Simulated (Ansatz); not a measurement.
Consider ClFH4W···H2.

The calculation's input:

```
crystal:
  periodic: [false, false, false]
  atoms:
    - { symbol: W, position_ang: [0.395969, 0.391867, -0.190951] }
    - { symbol: H, position_ang: [0.145188, 0.001843, 2.695906] }
    - { symbol: Cl, position_ang: [2.128406, -1.045469, -0.874377] }
    - { symbol: H, position_ang: [-0.917321, 1.043272, -1.046033] }
    - { symbol: H, position_ang: [-1.186796, 0.056302, 0.321837] }
    - { symbol: H, position_ang: [0.063036, -1.128889, 0.438305] }
    - { symbol: H, position_ang: [0.552333, 0.596464, -1.84833] }
    - { symbol: F, position_ang: [1.13479, 1.724805, 0.853477] }
    - { symbol: H, position_ang: [0.512395, 0.607906, 2.557065] }
basis:
  gaussian: { orbitals: def2-SVP }
hamiltonian:
  xc: pbe
  dispersion: d4
relax:
  f_tol: 0.03
  max_steps: 50
output:
  orbitals: {}
```

Command:

```sh
ansatz run input.yaml --threads 2 --pin off --max-ram 3072MiB --backend cpu --events-out ev --progress --plain --runs-dir out
```

The fields are those of the run's last geometry, not of the input's.

Core potentials replace the inner electrons of W.

Method: Ansatz, RKS PBE-D4/def2-SVP.

### What will maps of the electron density and electron localisation function show?

W–F (1.84 Å): ρ at the midpoint is about 1.1 e/Å³; the ELF peaks at about 0.85 in the valence shell of F, 0.5 Å from its nucleus, and drops to about 0.20 between the two atoms.
W–Cl (2.35 Å): ρ is about 0.61 e/Å³ halfway; the ELF peaks at about 0.85 in the valence shell of Cl, 0.8 Å from its nucleus, and is about 0.40 at the midpoint.

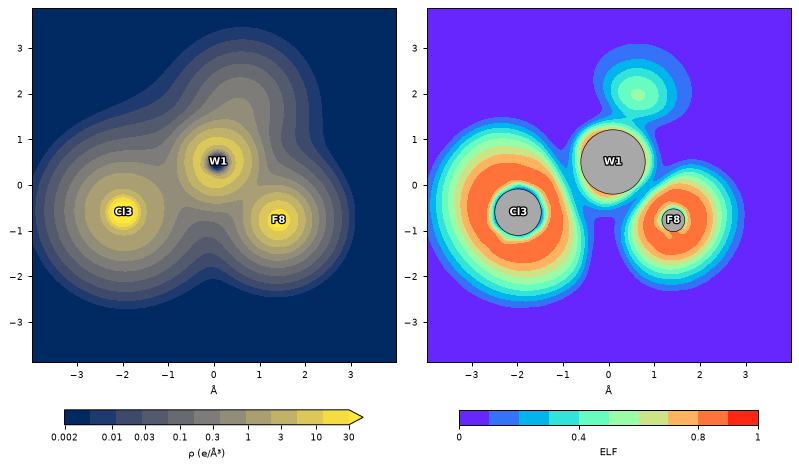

Computed electron density and electron localisation function on the plane of atoms Cl3, W1 and F8, in this order. Grey discs cover the atomic cores in the ELF map. 
